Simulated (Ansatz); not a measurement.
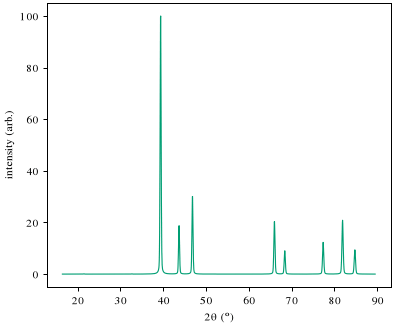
*Simulated powder pattern, Cu Kα, λ = 1.54184 Å*

The pattern belongs to a structure relaxed with PBE (plane waves, PAW; program Ansatz).

Problem. Which of these materials gives this?
A) PtW, L1₀ or tetragonal B2
B) PtS, rock salt
C) WS2, Pa-3 (W on 4a, S on 8c)
D) BW2, P4/nmm (W on 2a, W on 2c, B on 2c)

Solution. A, PtW, L1₀ or tetragonal B2

Space group P4/mmm (L1₀ or tetragonal B2). The start of the workflow was typed in or built on a structure type; neither database checked (COD, Materials Project) lists it. Its standing as an ambient phase is unchecked. The PBE relaxation kept the symmetry of its start; whether a distortion lowers the energy is not shown. No spin polarisation was allowed. Spin–orbit coupling is left out wherever it is not named.

Potentials: the earlier of the program's two PAW sets.
